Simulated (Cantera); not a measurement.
Input: 1 mol TEOS, 0.11 mol CO₂, 1.1 mol H₂, held at 0.000290 bar.

Method: chemical equilibrium by Gibbs-energy minimisation in Cantera with the NASA 1993 tables (ideal gas, pure condensed phases). Candidate condensed phases: C, C₆H₆, C₇H₈, C₈H₁₈, H₂O, Si, SiC, SiO₂; 123 gas species. The feed counts by its element totals alone. Equilibrium is a limit: real reactors are often held back by kinetics, nucleation or transport.

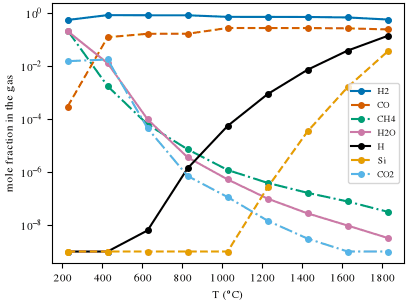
*Equilibrium gas composition (values under 1e-9 drawn at 1e-9)*

From 227 °C to 427 °C the condensed part is C(graphite) + SiO₂(α-quartz). From 627 °C to 827 °C the condensed part is C(graphite) + SiO₂(β-quartz). From 1027 °C to 1827 °C the condensed part is C(graphite) + SiC(s).
